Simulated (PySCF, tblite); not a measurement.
# CH₁₁N₃PSi₂−: geometry, infrared bands and NMR shifts

Aim: predict the infrared bands and NMR shifts of CH₁₁N₃PSi₂− (`CN[Si@](N)(P)[N-][SiH3]`).

Programs: tblite 0.8.0 and PySCF 2.14.0, with density-fitted response routines of our own. Each step states its level of theory. These are calculated values for one molecule in the gas phase, unless marked as measured. Atoms count from 0, in the outputs and in this text.

## 1. Starting geometry

18 atoms, charge -1, multiplicity 1; geometry from: force field or distance geometry start.

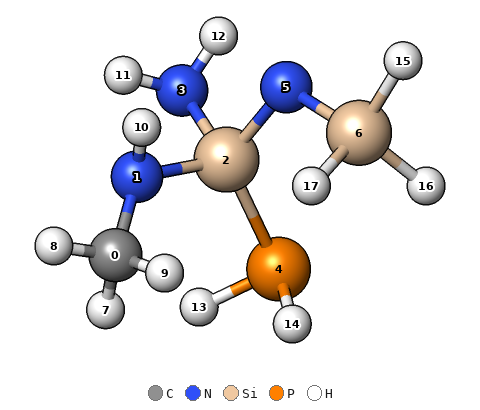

As it starts; carbon grey, nitrogen blue, silicon light orange, phosphorus orange, hydrogen white, atoms numbered.

## 2. Relaxing the molecule with GFN2-xTB

What the job is given:

```
{"job": {"kind": "relax", "xc": "GFN2-xTB", "basis": "xTB"}, "charge": -1, "multiplicity": 1}
C     -1.886600    -1.007900     0.312200
N     -0.928200    -0.139200     0.953100
Si     0.191000     0.844600     0.190000
N      0.252800     2.053100     1.356700
P     -0.391400     1.721700    -1.673900
N      1.690800     0.129200     0.490100
Si     2.192600    -1.051900    -0.686000
H     -2.610100    -0.421700    -0.270200
H     -2.458200    -1.555700     1.073700
H     -1.422700    -1.744000    -0.337000
H     -0.317500    -0.736600     1.525500
H     -0.236900     1.624900     2.152100
H      1.233200     2.010300     1.632300
H     -1.728600     1.998200    -1.345600
H     -0.670500     0.532000    -2.369500
H      3.490000    -1.626700    -0.241000
H      2.379500    -0.447300    -2.021400
H      1.212000    -2.176700    -0.752800
```

The run is started by

```
$ OMP_NUM_THREADS=1 python probes_run.py task.json out
```

The driver reads the jobs from task.json and runs them one after another.

**Question.** This job is followed by: GFN2-xTB harmonic vibrations, gas phase; GIAO PBE0/pcSseg-1 NMR shielding, non-relativistic, gas phase. What will the session give for the following? strongest single infrared mode (GFN2-xTB); zero-point energy (GFN2-xTB); 13C shifts against TMS (PBE0/pcSseg-1); 1H shifts against TMS (PBE0/pcSseg-1, means over atoms taken as alike); 15N shifts against NH3 (PBE0/pcSseg-1); 29Si shifts against TMS (PBE0/pcSseg-1); 31P shifts against H3PO4 (PBE0/pcSseg-1).

**Answer**, as computed:

```
                                                              quantity                               value
                             strongest single infrared mode (GFN2-xTB)               1245 cm⁻¹, 752 km/mol
                                          zero-point energy (GFN2-xTB)                       78.4 kcal/mol
                                13C shifts against TMS (PBE0/pcSseg-1)                            33.4 ppm
1H shifts against TMS (PBE0/pcSseg-1, means over atoms taken as alike)  5.41, 2.60, 0.45, -0.48, -0.80 ppm
                                15N shifts against NH3 (PBE0/pcSseg-1)                86.9, 50.8, 36.8 ppm
                               29Si shifts against TMS (PBE0/pcSseg-1)                    -27.5, -90.4 ppm
                              31P shifts against H3PO4 (PBE0/pcSseg-1)                          -293.3 ppm
```

**Reading.** Relaxing lowered the energy by 1.442 eV in 272 steps; the close pair that moved most is Si2–P4, from 2.141 to 2.291 Å. All 48 modes are real, so the xTB geometry is a minimum. The strongest single mode, at 1245 cm⁻¹, moves mainly N5. GFN2-xTB is a fitted tight-binding method: band positions and strengths are rough. Its intensities can rank the bands wrongly. At PBE0/pcSseg-1: The largest span, 196 ppm, is at N5, where the paramagnetic term is -152 ppm.
